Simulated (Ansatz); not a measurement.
# A computed series for TiTe2: pressure series

Take TiTe$_{2}$ in the CdI2 type structure (space group P-3m1, No. 164; a = 3.784 Å, c = 6.602 Å; layered, stacked along the Cartesian z axis) as the base.

Cell and atoms are relaxed at each pressure.

Computed with r2SCAN+rVV10 (Ansatz, an electronic-structure program; PAW; 500 eV plane waves; spin-orbit coupling left out).

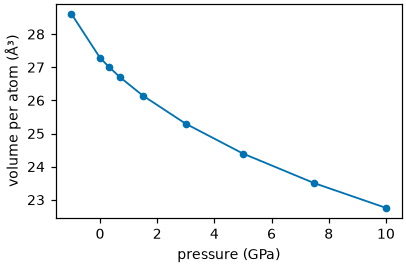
Volume per atom against pressure

Problem. From the plot, what is the volume per atom for pressure 3 GPa?

Solution. About 25.3 Å³.

Problem. Is the trend monotonic over the range shown?

Solution. Yes, it falls throughout, spanning 22.76 Å³ to 28.61 Å³.

Load acts through the strain it causes; cell and atoms are relaxed under it. Stability against distortions was not tested. No other phases were tried under pressure. All final runs are without spin polarisation.
